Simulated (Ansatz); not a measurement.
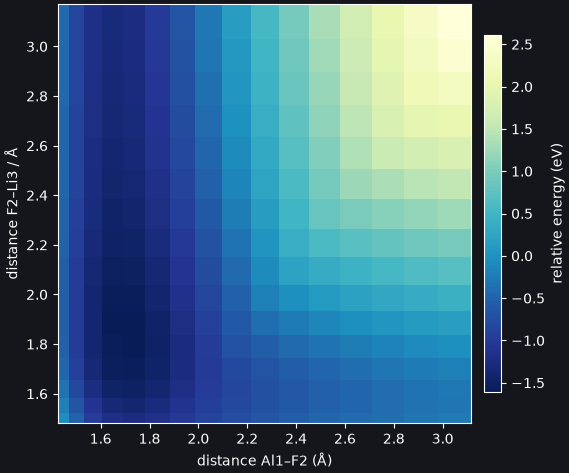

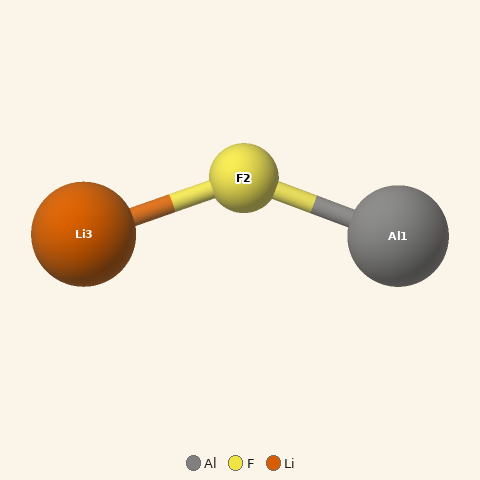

Energy landscape of the system Al + FLi, spin multiplicity 2. Coordinates scanned: (1) distance Al1–F2; (2) distance F2–Li3. Nothing is relaxed (the angle Al1–F2–Li3 is fixed at 140 degrees). The grid has 16 × 16 points. Energies: eV, counted from Al far from the relaxed FLi (each part in its own basis). Theory: Ansatz, UHF/def2-TZVPD.

In the figure: one coloured cell a grid point. The second picture is the structure at the lowest point.

### Where are the wells?

The lowest grid point is at distance Al1–F2 = 1.735 Å, distance F2–Li3 = 1.791 Å, −1.61 eV from Al far from the relaxed FLi (each part in its own basis). It is the only kind of minimum in the scanned range. The highest grid point, distance Al1–F2 = 3.048 Å, distance F2–Li3 = 3.104 Å, lies 4.22 eV above the lowest.

The values on the grid:

```csv
"distance F2–Li3 ↓, distance Al1–F2 →",1.448,1.565,1.735,1.934,2.155,2.392,2.645,2.911
2.967,−0.45,−1.19,−1.25,−0.70,0.09,0.89,1.63,2.26
2.701,−0.46,−1.22,−1.30,−0.78,−0.01,0.76,1.47,1.96
2.448,−0.48,−1.26,−1.37,−0.88,−0.16,0.59,1.24,1.44
2.211,−0.52,−1.32,−1.46,−1.02,−0.33,0.37,0.71,0.89
1.990,−0.55,−1.38,−1.56,−1.16,−0.53,−0.03,0.19,0.35
1.791,−0.53,−1.38,−1.61,−1.26,−0.70,−0.43,−0.24,−0.10
1.621,−0.35,−1.24,−1.51,−1.21,−0.84,−0.62,−0.46,−0.33
1.504,−0.04,−0.95,−1.25,−1.02,−0.76,−0.57,−0.42,−0.31
```

The table holds every second grid line.

Each point was launched as `ansatz run input.yaml --threads 1 --pin off --max-ram 2560MiB --backend cpu --events-out ev --progress --plain --runs-dir out`. The whole map (256 points run) took 24 min on 1 thread of Arm Neoverse V2 (shared host).
